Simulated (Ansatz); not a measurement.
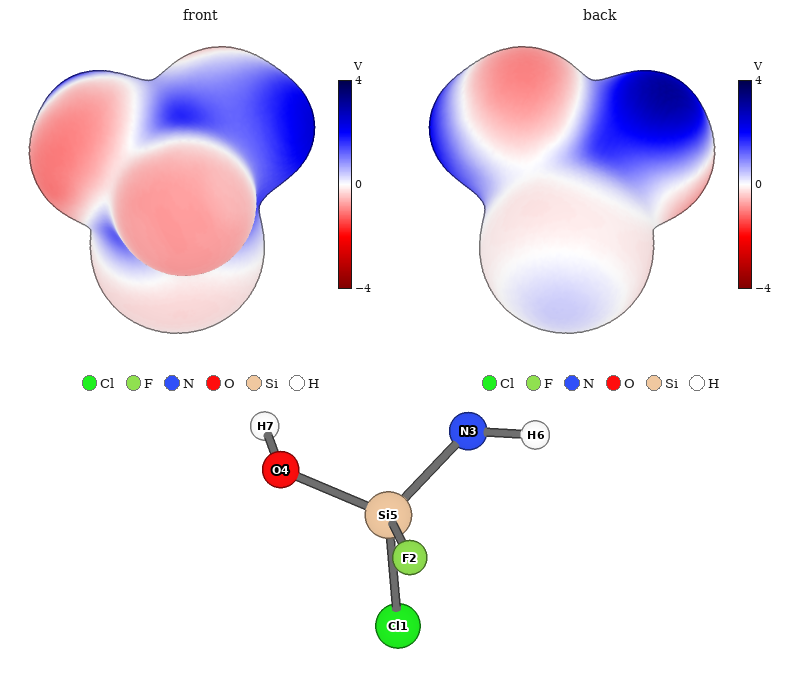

Figure 1: ClFH2NOSi (doublet). The molecular electrostatic potential painted on the density surface at 0.002 e/bohr³, seen from the front and from behind; the colour scale runs from red (negative) to blue (positive). The bare structure is drawn below in the same view.

Geometry: PBE-D3(BJ)/def2-SVP.

The calculation used isolated molecule in a Gaussian basis; Kohn-Sham density functional theory, functional PBE0 in Ansatz 0.2.0.

```yaml
atoms:
  - { symbol: Cl, position_ang: [0.4842, -1.4749, -0.8885] }
  - { symbol: F, position_ang: [-1.8369, 0.1094, -1.9049] }
  - { symbol: N, position_ang: [-0.9525, 0.5825, 0.7790] }
  - { symbol: O, position_ang: [0.2879, 1.5636, -1.5195] }
  - { symbol: Si, position_ang: [-0.5758, 0.2991, -0.8987] }
  - { symbol: H, position_ang: [-1.8817, 0.2285, 1.0756] }
  - { symbol: H, position_ang: [0.9266, 1.9608, -0.9012] }
```

Q: Where is the surface potential most negative and most positive?

A: The most negative region (about −1.0 V) lies over O4, the most positive (about +3.1 V) over H7. Cl1 shows a σ-hole: about +0.4 V at the tip opposite its bond, against about −0.2 V on its flanks. O4 is the likeliest acceptor of a hydrogen bond.
